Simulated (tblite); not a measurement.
## Run report: C3H6N2, relaxed scan

- system: C3H6N2
- method: GFN2-xTB relaxed scan under a harmonic restraint, gas phase (tblite 0.8.0)

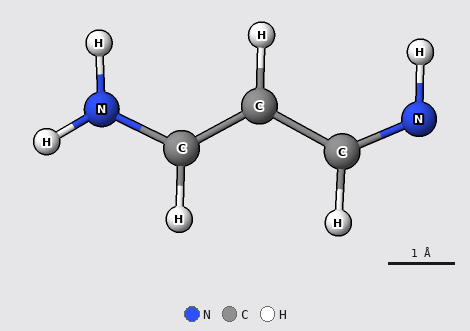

Figure 1. The structure (ball-and-stick view, seen on its broad side). Bond lengths as drawn: C–C 1.34 to 1.44 Å, C–H 1.08 to 1.09 Å, C–N 1.27 to 1.36 Å and H–N 1.00 to 1.02 Å.

Key numbers:

| quantity | value |
| --- | --- |
| outcome | converged |
| hardware | 1 CPU thread, shared host |
| wall time | 2 s |
| peak memory | 0.19 GiB |

Input:
```
{"job": {"xc": "GFN2-xTB", "basis": "xTB", "coordinate": [["t", [2, 1, 0, 5], 0.5], ["t", [6, 1, 0, 5], 0.5]], "kind": "drive"}, "charge": 0, "multiplicity": 1}
N     -2.697362    -0.072797    -0.259048
C     -1.516725     0.361361    -0.408840
C     -0.285678    -0.233309     0.040196
C      0.913031     0.337080    -0.170712
N      2.112251    -0.210727     0.171837
H     -2.749351    -0.960565     0.242806
H     -1.425649     1.305854    -0.941143
H     -0.350297    -1.177075     0.568475
H      0.980177     1.278368    -0.700290
H      2.923384     0.379885     0.219954
H      2.101643    -1.005405     0.789948
```

The first line tells a small driver script what to run in tblite; the rest is the geometry in Å.

Command:
```bash
OMP_NUM_THREADS=1 python <driver script> task.json out
```

What the program printed:
```
point  coordinate     E/eV
  0    103.700     -415.26702
  1    117.700     -415.09365
  2    132.000     -414.82205
  3    147.000     -414.48756
  4    466.800     -410.12100
  5    179.900     -413.04801
  6    194.700     -413.08112
  7    209.800     -413.08663
  8    224.600     -413.08947
  9    239.700     -413.09004
 10    254.600     -413.06567
 11    269.700     -413.10305
```
